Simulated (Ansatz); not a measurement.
This input was run:

```
crystal:
  lattice:
    - [6.80572084, 0.0, 0.0]
    - [0.0, 6.80572084, 0.0]
    - [0.0, 0.0, 5.18067118]
  atoms:
    - { symbol: Mo, position: [0.75, 0.25, 0.0] }
    - { symbol: Mo, position: [0.25, 0.75, 0.0] }
    - { symbol: O, position: [0.25, 0.9608, 0.2067] }
    - { symbol: O, position: [0.5392, 0.25, 0.2067] }
    - { symbol: O, position: [0.25, 0.5392, 0.2067] }
    - { symbol: O, position: [0.9608, 0.25, 0.2067] }
    - { symbol: O, position: [0.75, 0.0392, 0.7933] }
    - { symbol: O, position: [0.0392, 0.75, 0.7933] }
    - { symbol: O, position: [0.75, 0.4608, 0.7933] }
    - { symbol: O, position: [0.4608, 0.75, 0.7933] }
    - { symbol: Br, position: [0.25, 0.25, 0.7091] }
    - { symbol: Br, position: [0.75, 0.75, 0.2909] }
    - { symbol: Fe, position: [0.25, 0.25, 0.2704] }
    - { symbol: Fe, position: [0.75, 0.75, 0.7296] }
  symmetry: { detect: false, time_reversal: true }
kpoints:
  mp_grid: { grid: [3, 3, 4], shift: [0.0, 0.0, 0.0] }
magnetization:
  spin_polarized: true
scf:
  occupations: { method: fermi_dirac, width: 0.0459 }
  lower_state_search: "off"
  max_iter: 200
hamiltonian:
  pseudopotentials: { kind: paw }
  xc: pbe
  hubbard:
    projectors: all-electron-ortho-atomic
    sites: [{ species: Fe, l: d, u_eff: 6.46 }]
basis:
  ecutwfc: 420
  fft_grid_basis: typed
output:
  forces: true
  stress: true
  eigenvalues: true
  bader: true
  populations: true
  elf: true
  write_potential: true
  volumetric_format: npy
  dos:
    e_range: [-12, 8]
    de: 0.05
    projected: { site_lists: { Br: [Br], Fe: [Fe], Mo: [Mo], O: [O] } }
checkpoint:
  read: saved_state
```

What Bader charges does it give?

The Bader charges are Mo +2.63 e, Fe +1.85 e, Br −0.50 e and O −0.99 e. Summed over the cell, Mo gives up most (5.3 e) and O takes most (8.0 e). Br has the largest basins, 33.3 Å³ on average, and Fe the smallest, 8.7 Å³.

The structure was built from a prototype or by substitution, so it need not be a known phase. The atoms aren't at rest in this cell (largest force 1.1 eV/Å), so the relaxed material can differ.

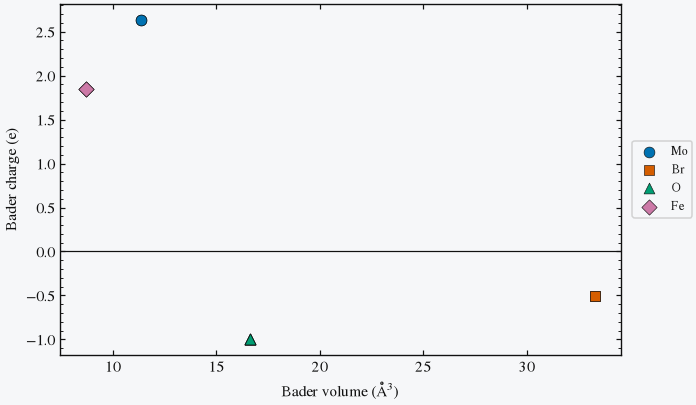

Bader charges of the atoms (positive: electrons lost), against the volumes of their basins.

Source: calculation with Ansatz.
